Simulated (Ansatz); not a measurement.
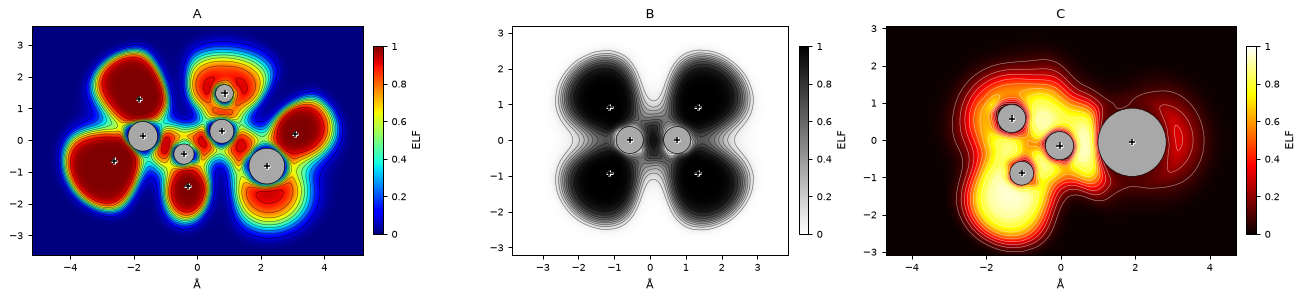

The electron localisation function of 3 systems, each on a plane through atoms (crosses mark nuclei in the plane; grey discs cover the cores).

These are results of Ansatz, RKS PBE0-D4/def2-TZVPP, not measurements.

System 1: C2H4GaN (SMILES [GaH2][C]1=NC1), the plane of atoms C2, N3 and C4. Geometry: PBE0-D4/def2-TZVP.

```yaml
atoms:
  - { symbol: Ga, position_ang: [-0.8418, 1.5315, -0.1976] }
  - { symbol: C, position_ang: [0.3422, 0.0355, 0.2080] }
  - { symbol: N, position_ang: [1.4073, -0.3380, 0.7617] }
  - { symbol: C, position_ang: [0.6143, -1.4095, 0.0875] }
  - { symbol: H, position_ang: [-0.6265, 2.2815, -1.5487] }
  - { symbol: H, position_ang: [-2.0047, 1.8272, 0.7995] }
  - { symbol: H, position_ang: [1.0151, -1.8120, -0.8386] }
  - { symbol: H, position_ang: [0.0940, -2.1160, 0.7283] }
```

System 2: C2H4Zn, the plane of atoms C1, C2 and H7. Geometry: PBE0-D4/def2-TZVP; at this geometry the atoms fall into two loosely joined parts.

```
atom    x (Å)    y (Å)    z (Å)
   C  -0.7583   0.4230  -0.5407
   C   0.2857   0.5160   0.2677
  Zn   1.4781  -2.8882   0.7724
   H  -1.7649   0.2942  -0.1580
   H  -0.6491   0.4689  -1.6189
   H   0.1772   0.4719   1.3461
   H   1.2925   0.6464  -0.1142
```

System 3: CH4BNOS (SMILES BNC(=O)S), the molecular plane. Geometry: PBE0-D4/def2-TZVP.

| atom | x (Å) | y (Å) | z (Å) |
| --- | --- | --- | --- |
| B | 0.0972 | -0.3403 | -1.6826 |
| N | -0.3491 | -0.3560 | -0.3441 |
| C | 0.2347 | 0.3375 | 0.7128 |
| O | 1.1913 | 1.0458 | 0.6222 |
| S | -0.6356 | 0.0341 | 2.2477 |
| H | -0.5226 | -0.9955 | -2.4637 |
| H | 1.0486 | 0.3074 | -1.9737 |
| H | -1.1569 | -0.9064 | -0.0912 |
| H | 0.1809 | 0.8271 | 2.9555 |

Q: Which map belongs to which system?

A: Panel A is system 3, CH4BNOS: the plane holds B, N, C, O, S and H. C–O (1.19 Å): the ELF peaks at about 0.85 between the atoms; a multiple bond. Panel B is system 2, C2H4Zn: the plane holds C and H. C–C (1.32 Å): the ELF peaks at about 0.95 between the atoms (a short, multiple covalent bond). Panel C is system 1, C2H4GaN: the plane holds Ga, C and N. C–N (1.26 Å): the ELF peaks at about 0.85 between the atoms: a multiple bond.
